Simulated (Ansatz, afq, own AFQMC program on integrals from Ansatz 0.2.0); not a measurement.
# CuSiH₃ (singlet): quantum Monte Carlo beside coupled cluster, def2-TZVP

Aim: compute CuSiH₃ (singlet) with auxiliary-field quantum Monte Carlo on the same integrals as coupled cluster, and set the energies side by side.

Method: def2-TZVP, frozen cores; program: Ansatz 0.2.0, Gaussian basis, and an in-house AFQMC program (afq) on its integrals; all values are calculated.

Plan: CCSD(T) on RHF; PBE (unrestricted); r2SCAN (unrestricted); PBE0 (unrestricted); CCSDT(Q) on RHF; B3LYP (unrestricted); wB97M-V (unrestricted); B2PLYP (unrestricted); Phaseless AFQMC, single-determinant trial on RHF; Free-projection AFQMC, CISD trial on RHF; UHF.

1 further run of the same task is left out (it didn't finish).

## 1. What is computed

The geometry is a PBE0/def2-TZVP stationary point (not a proven minimum).

5 atoms, charge 0, spin multiplicity 1.

Atoms are counted from 1 here; the program's logs count them from 0.

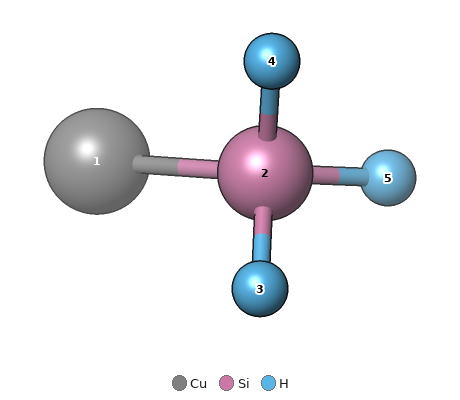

The geometry (copper grey, silicon pink, hydrogen blue); atoms are numbered from 1 in the order of the file.

Geometry (Å):

```mol
CuH3Si
  3D, bonds by distance, orders not assigned

  5  4  0  0  0  0  0  0  0  0999 V2000
   -0.7590    0.0044    0.0052 Cu  0  0
    1.4963   -0.0088   -0.0102 Si  0  0
    2.0443   -1.3968   -0.0092 H   0  0
    2.0646    0.6845    1.1828 H   0  0
    2.0482    0.6762   -1.2157 H   0  0
  1  2  8  0
  2  3  8  0
  2  4  8  0
  2  5  8  0
M  END
```

## 2. CCSD(T) on RHF

Input file in.yaml:

```yaml
crystal:
  periodic: [false, false, false]
  atoms:
    - {symbol: Cu, position_ang: [-0.758988, 0.004438, 0.005181]}
    - {symbol: Si, position_ang: [1.496312, -0.008750, -0.010213]}
    - {symbol: H, position_ang: [2.044313, -1.396765, -0.009179]}
    - {symbol: H, position_ang: [2.064619, 0.684515, 1.182809]}
    - {symbol: H, position_ang: [2.048200, 0.676245, -1.215656]}
basis:
  gaussian: {orbitals: def2-TZVP}
magnetization: {spin_polarized: false}
correlation: {method: ccsd_t, electrons: outside_noble_gas, hamiltonian_folder: ham}
```

Launch:

```bash
ansatz run in.yaml --threads 1 --pin off --events-out ev --progress --plain --max-ram 16896MiB --backend cuda --devices 0, --max-vram 18GiB
```

Standard output (excerpt; [...] marks lines left out):

```text
Functional definition: HF
  name "HF"
  cite "Fock, Z. Phys. 61, 126 (1930) doi:10.1007/BF01340294"
  parent pbe
[...]
839 factors; integrals over basis functions are off by at most 9.6e-4 eV
[...]
mean field -52507.11830603 eV, -1929.6010071436 hartree, gradient 3.8e-6 eV, S^2 0.000000; 0 other end points of the search recorded, 0 dependent functions left out
14 core orbitals not correlated: weight in the atoms' cores, before any rotation towards them, 1.000 or more for the frozen orbitals, at most 0.000 for the correlated occupied ones
reference -52507.11830603 eV, -1929.6010071436 hartree; 9, 9 occupied and 77, 77 virtual orbitals, 839 factors
second order -15.26096072 eV of doubles, -0.00000000 eV of singles
cycle   1  -13.30783343 eV  change     2.0e0 eV  update   1.8e-1
[...]
cycle  17  -14.37536629 eV  change   -7.9e-7 eV  update   2.2e-6
perturbative correction -0.55880214 eV, -0.0205355999 hartree
Total energy: -52522.05247447 eV, -1930.1498277108 hartree
```

It took 1.8 s on 1 × NVIDIA H100 80GB HBM3 with 1 thread of AMD EPYC 7R13 (Zen 3), shared host; peak host memory 0.83 GiB.

From the report: correlation -14.9342 eV; T1 0.027; largest double amplitude 0.04.

This run also writes the integrals to the folder ham.

## 3. PBE (unrestricted)

Changes to in.yaml since step 2:

```diff
@@ -10,3 +10,4 @@
   gaussian: {orbitals: def2-TZVP}
-magnetization: {spin_polarized: false}
-correlation: {method: ccsd_t, electrons: outside_noble_gas, hamiltonian_folder: ham}
+magnetization: {spin_polarized: true, initial_magnetization: 0}
+hamiltonian: {xc: {name: PBE}}
+output: {orbitals: {seedname: orbitals}}
```

Launch:

```bash
ansatz run in.yaml --threads 1 --pin off --events-out ev --progress --plain --max-ram 5632MiB --backend cpu
```

Standard output:

```text
Functional definition: PBE
  name "PBE"
  cite "Perdew, Burke & Ernzerhof, Phys. Rev. Lett. 77, 3865 (1996) doi:10.1103/PhysRevLett.77.3865"
  parent pbe
  parameter kappa = 0.804
  parameter beta = 0.06672455060314922
  exchange = pbe_x(kappa = kappa, mu = beta*pi^2/3)
  correlation = pbe_c(beta = beta)
837 factors; their error is unknown
mean field evaluation 1: about -52553.0798 eV, gradient 3.5e1 eV
mean field evaluation 2: about -52425.6031 eV, gradient 2.5e2 eV
mean field evaluation 4: about -52555.6189 eV, gradient 1.9e1 eV
mean field evaluation 8: about -52556.6730 eV, gradient 1.8e-1 eV
mean field evaluation 16: about -52556.6398 eV, gradient 1.2e-4 eV
mean field -52556.63975793 eV, -1931.4208869339 hartree, gradient 3.9e-6 eV, S^2 0.000000; 0 other end points of the search recorded, 0 dependent functions left out
reference -52556.63980011 eV, -1931.4208884841 hartree; 23, 23 occupied and 77, 77 virtual orbitals, 837 factors
Total energy: -52556.63980011 eV, -1931.4208884841 hartree
```

Run time: 3.4 s. Hardware: 1 thread of AMD EPYC 7R13 (Zen 3), shared host; peak memory 0.73 GiB.

From the report: ⟨S²⟩ of the determinant 0.000 (pure singlet: 0.00).

## 4. r2SCAN (unrestricted)

Changes to in.yaml since step 3:

```diff
@@ -11,3 +11,2 @@
 magnetization: {spin_polarized: true, initial_magnetization: 0}
-hamiltonian: {xc: {name: PBE}}
-output: {orbitals: {seedname: orbitals}}
+hamiltonian: {xc: {name: r2SCAN}}
```

Launched as before.

Standard output:

```text
Functional definition: r2SCAN
  name "r2SCAN"
  cite "Furness, Kaplan, Ning, Perdew & Sun, J. Phys. Chem. Lett. 11, 8208 (2020) doi:10.1021/acs.jpclett.0c02405"
  cite "Furness, Kaplan, Ning, Perdew & Sun, J. Phys. Chem. Lett. 11, 9248 (2020) doi:10.1021/acs.jpclett.0c03077"
  parent r2scan
  parameter k0 = 0.174
  parameter k1 = 0.065
  parameter a1 = 4.9479
  exchange = r2scan_x(k0 = k0, k1 = k1, a1 = a1)
  correlation = r2scan_c
837 factors; their error is unknown
mean field evaluation 1: about -52562.6247 eV, gradient 3.9e1 eV
mean field evaluation 2: about -52418.3797 eV, gradient 2.7e2 eV
mean field evaluation 4: about -52565.1614 eV, gradient 1.8e1 eV
mean field evaluation 8: about -52566.2217 eV, gradient 2.2e-1 eV
mean field evaluation 16: about -52566.1885 eV, gradient 2.9e-5 eV
mean field -52566.18852723 eV, -1931.7717977333 hartree, gradient 2.9e-5 eV, S^2 0.000000; 0 other end points of the search recorded, 0 dependent functions left out
reference -52566.18854492 eV, -1931.7717983836 hartree; 23, 23 occupied and 77, 77 virtual orbitals, 837 factors
Total energy: -52566.18854492 eV, -1931.7717983836 hartree
```

It took 5 s on 1 thread of AMD EPYC 7R13 (Zen 3), shared host; peak memory 0.73 GiB.

From the report: ⟨S²⟩ of the determinant 0.000 (pure singlet: 0.00).

## 5. PBE0 (unrestricted)

Changes to in.yaml since step 4:

```diff
@@ -11,2 +11,3 @@
 magnetization: {spin_polarized: true, initial_magnetization: 0}
-hamiltonian: {xc: {name: r2SCAN}}
+hamiltonian: {xc: {name: PBE0}}
+output: {orbitals: {seedname: orbitals}}
```

Same command.

Standard output:

```text
Functional definition: PBE0
  name "PBE0"
  cite "Adamo & Barone, J. Chem. Phys. 110, 6158 (1999) doi:10.1063/1.478522"
  cite "Perdew, Burke & Ernzerhof, Phys. Rev. Lett. 77, 3865 (1996) doi:10.1103/PhysRevLett.77.3865"
  parent pbe
  parameter a = 0.25
  parameter kappa = 0.804
  parameter beta = 0.06672455060314922
  exchange = (1 - a)*pbe_x(kappa = kappa, mu = beta*pi^2/3) + a*exact_x
  correlation = pbe_c(beta = beta)
942 factors; their error is unknown
mean field evaluation 1: about -52553.9715 eV, gradient 4.1e1 eV
mean field evaluation 2: about -52485.4520 eV, gradient 2.1e2 eV
mean field evaluation 4: about -52557.0118 eV, gradient 8.1e0 eV
mean field evaluation 8: about -52557.2775 eV, gradient 7.0e-2 eV
mean field evaluation 16: about -52557.2775 eV, gradient 3.0e-5 eV
mean field -52557.27754036 eV, -1931.4443250061 hartree, gradient 3.0e-5 eV, S^2 0.000000; 0 other end points of the search recorded, 0 dependent functions left out
reference -52557.27757229 eV, -1931.4443261795 hartree; 23, 23 occupied and 77, 77 virtual orbitals, 942 factors
Total energy: -52557.27757229 eV, -1931.4443261795 hartree
```

Run time: 3.4 s. Hardware: 1 thread of AMD EPYC 7R13 (Zen 3), shared host; peak memory 0.73 GiB.

From the report: ⟨S²⟩ of the determinant 0.000 (pure singlet: 0.00).

## 6. CCSDT(Q) on RHF

Changes to in.yaml since step 5:

```diff
@@ -10,4 +10,3 @@
   gaussian: {orbitals: def2-TZVP}
-magnetization: {spin_polarized: true, initial_magnetization: 0}
-hamiltonian: {xc: {name: PBE0}}
-output: {orbitals: {seedname: orbitals}}
+magnetization: {spin_polarized: false}
+correlation: {method: ccsdt_q, electrons: outside_noble_gas}
```

Launch:

```bash
ansatz run in.yaml --threads 1 --pin off --events-out ev --progress --plain --max-ram 16896MiB --backend cuda --devices 0, --max-vram 18GiB
```

Standard output (excerpt; [...] marks lines left out):

```text
Functional definition: HF
  name "HF"
  cite "Fock, Z. Phys. 61, 126 (1930) doi:10.1007/BF01340294"
  parent pbe
[...]
1539 factors; integrals over basis functions are off by at most 2.4e-7 eV
[...]
mean field -52507.11832265 eV, -1929.6010077544 hartree, gradient 2.1e-6 eV, S^2 0.000000; 0 other end points of the search recorded, 0 dependent functions left out
14 core orbitals not correlated: weight in the atoms' cores, before any rotation towards them, 1.000 or more for the frozen orbitals, at most 0.000 for the correlated occupied ones
reference -52507.11832265 eV, -1929.6010077544 hartree; 9, 9 occupied and 77, 77 virtual orbitals, 1539 factors
second order -15.26100159 eV of doubles, -0.00000000 eV of singles
cycle   1  -13.30782071 eV  change     2.0e0 eV  update   2.0e-1
[...]
cycle  23  -14.94475861 eV  change   -2.3e-7 eV  update   1.3e-6
perturbative correction -0.00449487 eV, -0.0001651835 hartree
Total energy: -52522.06757614 eV, -1930.1503826870 hartree
```

It took 12 s on 1 × NVIDIA H100 80GB HBM3 with 1 thread of AMD EPYC 7R13 (Zen 3), shared host; peak host memory 0.88 GiB.

From the report: correlation -14.9493 eV; T1 0.028; largest double amplitude 0.05.

## 7. B3LYP (unrestricted)

Changes to in.yaml since step 6:

```diff
@@ -10,3 +10,3 @@
   gaussian: {orbitals: def2-TZVP}
-magnetization: {spin_polarized: false}
-correlation: {method: ccsdt_q, electrons: outside_noble_gas}
+magnetization: {spin_polarized: true, initial_magnetization: 0}
+hamiltonian: {xc: {name: B3LYP}}
```

Launch:

```bash
ansatz run in.yaml --threads 1 --pin off --events-out ev --progress --plain --max-ram 5632MiB --backend cpu
```

Standard output (excerpt; [...] marks lines left out):

```text
Functional definition: B3LYP
  name "B3LYP"
  cite "Stephens, Devlin, Chabalowski & Frisch, J. Phys. Chem. 98, 11623 (1994) doi:10.1021/j100096a001"
  cite "Becke, Phys. Rev. A 38, 3098 (1988) doi:10.1103/PhysRevA.38.3098"
  cite "Lee, Yang & Parr, Phys. Rev. B 37, 785 (1988) doi:10.1103/PhysRevB.37.785"
  cite "Vosko, Wilk & Nusair, Can. J. Phys. 58, 1200 (1980) doi:10.1139/p80-159"
[...]
935 factors; their error is unknown
[...]
mean field -52569.52812068 eV, -1931.8945255292 hartree, gradient 4.0e-5 eV, S^2 0.000000; 0 other end points of the search recorded, 0 dependent functions left out
reference -52569.52835485 eV, -1931.8945341347 hartree; 23, 23 occupied and 77, 77 virtual orbitals, 935 factors
Total energy: -52569.52835485 eV, -1931.8945341347 hartree
```

It took 3.2 s on 1 thread of AMD EPYC 7R13 (Zen 3), shared host; peak memory 0.73 GiB.

From the report: ⟨S²⟩ of the determinant 0.000 (pure singlet: 0.00).

## 8. wB97M-V (unrestricted)

Changes to in.yaml since step 7:

```diff
@@ -11,2 +11,3 @@
 magnetization: {spin_polarized: true, initial_magnetization: 0}
-hamiltonian: {xc: {name: B3LYP}}
+hamiltonian: {xc: {name: wB97M-V}}
+output: {orbitals: {seedname: orbitals}}
```

Same command.

Standard output (excerpt; [...] marks lines left out):

```text
Functional definition: wB97M-V
  name "wB97M-V"
  cite "Mardirossian & Head-Gordon, J. Chem. Phys. 144, 214110 (2016) doi:10.1063/1.4952647"
  cite "Becke, J. Chem. Phys. 107, 8554 (1997) doi:10.1063/1.475007"
  cite "Vydrov & Van Voorhis, J. Chem. Phys. 133, 244103 (2010) doi:10.1063/1.3521275"
  # Of w^i u^j: cxij and so on, Table III.
[...]
  gx(w, u) = 1 - cx + cx01*u + cx10*w
  gss(w, u) = css00 + css04*u^4 + css10*w + css20*w^2 + css43*w^4*u^3
  gos(w, u) = cos00 + cos10*w + (cos20 + cos21*u)*w^2 + (cos60 + cos61*u)*w^6
[...]
      + integral(e_c_pw_mod_opposite_spin*gos(b97_w_opposite, b97_u_opposite)) + vv10(b, c)
915 factors; their error is unknown
195 factors; integrals over basis functions are off by at most 4.0e-5 eV
[...]
mean field -52563.97040468 eV, -1931.6902832333 hartree, gradient 4.1e-5 eV, S^2 0.000000; 0 other end points of the search recorded, 0 dependent functions left out
reference -52563.97045601 eV, -1931.6902851196 hartree; 23, 23 occupied and 77, 77 virtual orbitals, 915 factors
Total energy: -52563.97045601 eV, -1931.6902851196 hartree
```

It took 12 s on 1 thread of AMD EPYC 7R13 (Zen 3), shared host; peak memory 0.94 GiB.

From the report: ⟨S²⟩ of the determinant 0.000 (pure singlet: 0.00).

## 9. B2PLYP (unrestricted)

Changes to in.yaml since step 8:

```diff
@@ -11,3 +11,3 @@
 magnetization: {spin_polarized: true, initial_magnetization: 0}
-hamiltonian: {xc: {name: wB97M-V}}
-output: {orbitals: {seedname: orbitals}}
+hamiltonian: {xc: {name: B2PLYP}}
+correlation: {electrons: outside_noble_gas}
```

The command is unchanged.

Standard output (excerpt; [...] marks lines left out):

```text
Functional definition: B2PLYP
  name "B2PLYP"
  cite "Grimme, J. Chem. Phys. 124, 034108 (2006) doi:10.1063/1.2148954"
  cite "Becke, Phys. Rev. A 38, 3098 (1988) doi:10.1103/PhysRevA.38.3098"
  cite "Lee, Yang & Parr, Phys. Rev. B 37, 785 (1988) doi:10.1103/PhysRevB.37.785"
[...]
839 factors; integrals over basis functions are off by at most 9.6e-4 eV
[...]
mean field -52550.53668305 eV, -1931.1966030691 hartree, gradient 6.6e-6 eV, S^2 0.000000; 2 other end points of the search recorded, 0 dependent functions left out
14 core orbitals not correlated: weight in the atoms' cores, before any rotation towards them, 1.000 or more for the frozen orbitals, at most 0.000 for the correlated occupied ones
reference -52550.53683120 eV, -1931.1966085133 hartree; 9, 9 occupied and 77, 77 virtual orbitals, 839 factors
second order -19.02253908 eV of doubles, -0.00000000 eV of singles
Total energy: -52555.67291675 eV, -1931.3853561760 hartree
```

Wall time 7.5 s (1 thread of AMD EPYC 7R13 (Zen 3), shared host); peak memory 1.6 GiB.

From the report: ⟨S²⟩ of the determinant 0.000 (pure singlet: 0.00).

## 10. Phaseless AFQMC, single-determinant trial on RHF

It reads the integrals that the CCSD(T) run on this determinant wrote.

Launch:

```bash
afq ham --method phaseless --trial hf --walkers 4000 --populations 20 --least-time 40 --time-step 0.005 --steps-per-block 20 --equilibration-blocks 160 --max-blocks 4000 --target-error 0.0013 --factor-cut 1e-05 --seed 8129 --taylor-order 6
```

Standard output:

```text
orbitals 86  electrons 9 9  factors 704 of 839
reference energy -1929.60100714 Eh
CCSD correlation -0.52828505 Eh in 17 cycles, weight of the determinant in the CISD state 0.8360
energy of the start -1929.601007 Eh
 block  time / (1/Eh)  mean weight  energy / Eh
     1     0.100  1.0042  -1929.832055
     2     0.200  1.0055  -1929.937654
     3     0.300  1.0050  -1929.989669
     4     0.400  1.0041  -1930.029532
     5     0.500  1.0030  -1930.057843
     6     0.600  1.0018  -1930.070244
     7     0.700  1.0013  -1930.072201
     8     0.800  0.9998  -1930.074646
     9     0.900  1.0011  -1930.086857
    10     1.000  1.0005  -1930.090744
    11     1.100  1.0003  -1930.098589
    21     2.100  0.9995  -1930.137336
    31     3.100  0.9997  -1930.153111
    41     4.100  1.0002  -1930.161464
    51     5.100  0.9997  -1930.150322
    61     6.100  0.9996  -1930.155154
    71     7.100  1.0001  -1930.160253
    81     8.100  1.0002  -1930.155893
    91     9.100  1.0007  -1930.160553
   101    10.100  1.0002  -1930.167777
   111    11.100  1.0001  -1930.136722
   121    12.100  1.0006  -1930.162592
   131    13.100  0.9987  -1930.137734
   141    14.100  1.0001  -1930.160704
   151    15.100  1.0004  -1930.165615
   161    16.100  1.0007  -1930.175826
   171    17.100  0.9994  -1930.153730
   181    18.100  1.0006  -1930.174013
   191    19.100  1.0002  -1930.173633
   201    20.100  0.9999  -1930.154494
   211    21.100  1.0005  -1930.169967
   221    22.100  0.9996  -1930.164206
   231    23.100  0.9998  -1930.175531
   241    24.100  0.9998  -1930.173423
   251    25.100  1.0003  -1930.163924
   261    26.100  0.9989  -1930.161789
   271    27.100  0.9998  -1930.167291
   281    28.100  0.9996  -1930.164828
   291    29.100  1.0003  -1930.166867
   301    30.100  1.0003  -1930.153951
   311    31.100  1.0004  -1930.157869
   321    32.100  1.0004  -1930.159263
   331    33.100  1.0006  -1930.177915
   341    34.100  0.9997  -1930.165122
   351    35.100  1.0001  -1930.171162
   361    36.100  0.9996  -1930.160928
   371    37.100  1.0000  -1930.160045
   381    38.100  1.0005  -1930.174938
   391    39.100  0.9992  -1930.164775
   401    40.100  1.0002  -1930.161382
   411    41.100  1.0010  -1930.153989
error from the spread of 20 populations
energy -1930.162454 +/- 0.001198 Eh
```

Wall time 55 s (1 × NVIDIA H100 80GB HBM3 with 2 threads of AMD EPYC 7R13 (Zen 3), shared host); peak host memory 1.6 GiB.

Energy -52522.3960 ± 0.0326 eV. Caveats: constraint bias not in the error.

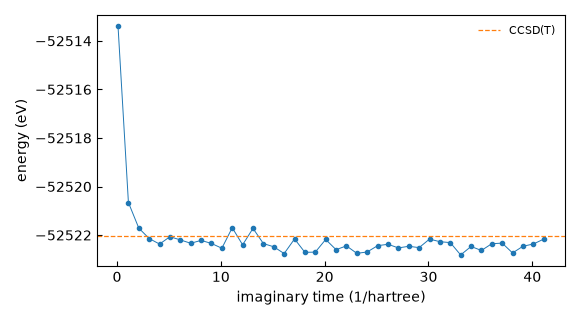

Block energies along the walk.

## 11. Free-projection AFQMC, CISD trial on RHF

It reads the integrals that the CCSD(T) run on this determinant wrote.

Launch:

```bash
afq ham --method free --trial cisd --walkers 4000 --time-step 0.03 --max-blocks 4000 --target-error 0.00052 --factor-cut 1e-05 --seed 9171 --times 0,0.21,0.42,0.81,1.2,1.8,2.4,3 --taylor-order 8
```

Standard output:

```text
orbitals 86  electrons 9 9  factors 704 of 839
reference energy -1929.60100714 Eh
CCSD correlation -0.52828505 Eh in 17 cycles, weight of the determinant in the CISD state 0.8360
repeat  energy at the last time / Eh  error
    10  -1930.150407  0.001744
    20  -1930.149595  0.001268
    30  -1930.149282  0.001048
    40  -1930.149041  0.000868
    50  -1930.149485  0.000835
time / (1/Eh)  energy / Eh  error  mean overlap
  0.00  -1930.129220  0.000242  1.1963
  0.21  -1930.139524  0.000149  1.1959
  0.42  -1930.143299  0.000176  1.1962
  0.81  -1930.146433  0.000219  1.1990
  1.20  -1930.148142  0.000248  1.2018
  1.80  -1930.148947  0.000372  1.2072
  2.40  -1930.149980  0.000481  1.2049
  3.00  -1930.149579  0.000780  1.2236
energy -1930.149579 +/- 0.000780 Eh
```

It took 2.4 min on 1 × NVIDIA H100 80GB HBM3 with 2 threads of AMD EPYC 7R13 (Zen 3), shared host; peak host memory 1.6 GiB.

Energy -52522.0457 ± 0.0212 eV. Caveats: remainder of the start not in the error; error above the target.

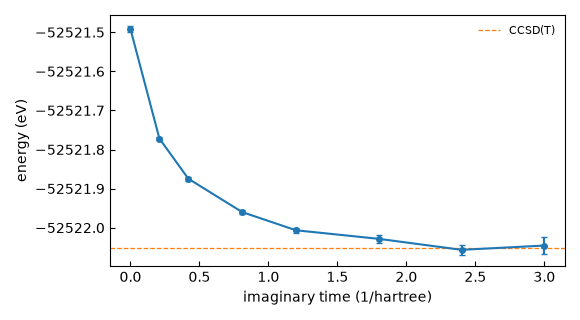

Energy against projection time, with error bars.

## 12. UHF

Changes to in.yaml since step 9:

```diff
@@ -11,3 +11,3 @@
 magnetization: {spin_polarized: true, initial_magnetization: 0}
-hamiltonian: {xc: {name: B2PLYP}}
-correlation: {electrons: outside_noble_gas}
+hamiltonian: {xc: hf}
+output: {orbitals: {seedname: orbitals}}
```

Launch:

```bash
ansatz run in.yaml --threads 1 --pin off --events-out ev --progress --plain --max-ram 16896MiB --backend cuda --devices 0, --max-vram 18GiB
```

Standard output:

```text
Functional definition: HF
  name "HF"
  cite "Fock, Z. Phys. 61, 126 (1930) doi:10.1007/BF01340294"
  parent pbe
  exchange = exact_x
  correlation = 0
839 factors; integrals over basis functions are off by at most 9.6e-4 eV
mean field evaluation 1: about -52502.8583 eV, gradient 4.5e1 eV
mean field evaluation 2: about -52502.8628 eV, gradient 4.5e1 eV
mean field evaluation 4: about -52507.0414 eV, gradient 2.7e0 eV
mean field evaluation 8: about -52507.1180 eV, gradient 1.0e-1 eV
mean field evaluation 16: about -52505.6492 eV, gradient 3.8e-1 eV
mean field evaluation 32: about -52505.5540 eV, gradient 4.1e0 eV
mean field -52507.11830603 eV, -1929.6010071436 hartree, gradient 1.5e-5 eV, S^2 0.000000; 0 other end points of the search recorded, 0 dependent functions left out
reference -52507.11830603 eV, -1929.6010071436 hartree; 23, 23 occupied and 77, 77 virtual orbitals, 839 factors
Total energy: -52507.11830603 eV, -1929.6010071436 hartree
```

Run time: 1.6 s. Hardware: 1 × NVIDIA H100 80GB HBM3 with 1 thread of AMD EPYC 7R13 (Zen 3), shared host; peak host memory 1.6 GiB.

From the report: ⟨S²⟩ of the determinant 0.000 (pure singlet: 0.00).

## 13. AFQMC on the ladder

On the RHF determinant, counted from CCSDT(Q) (a yardstick, not exact):

```tsv
level	energy (eV)	from CCSDT(Q) (kcal/mol)	statistical error (kcal/mol)	time
HF	-52507.1183	+344.74		
MP2	-52522.3793	-7.19		
CCSD	-52521.4937	+13.23		
CCSD(T)	-52522.0525	+0.35		
CCSDT(Q)	-52522.0676	0.00		
Phaseless AFQMC, single-determinant trial, step 0.005, 4000 walkers	-52522.3960	-7.57	0.75	55 s
Free-projection AFQMC, CISD trial, step 0.03, 4000 walkers	-52522.0457	+0.50	0.49	2.4 min
```

The functionals' totals stand on their own zeros and serve differences with other points: PBE -52556.640 eV; r2SCAN -52566.189 eV; PBE0 -52557.278 eV; B3LYP -52569.528 eV; wB97M-V -52563.970 eV; B2PLYP -52555.673 eV.

## 14. What came out

```
                                                      quantity                  value
                                  CCSD(T) on RHF from CCSDT(Q)         +0.35 kcal/mol
Phaseless AFQMC, single-determinant trial on RHF from CCSDT(Q)  -7.57 ± 0.75 kcal/mol
        Free-projection AFQMC, CISD trial on RHF from CCSDT(Q)  +0.50 ± 0.49 kcal/mol
```

What this shows: Free projection has no constraint; at the last time it gives +0.50 ± 0.49 kcal/mol. Error bars are statistical and leave out the constraint, the time step and what remains of the start.
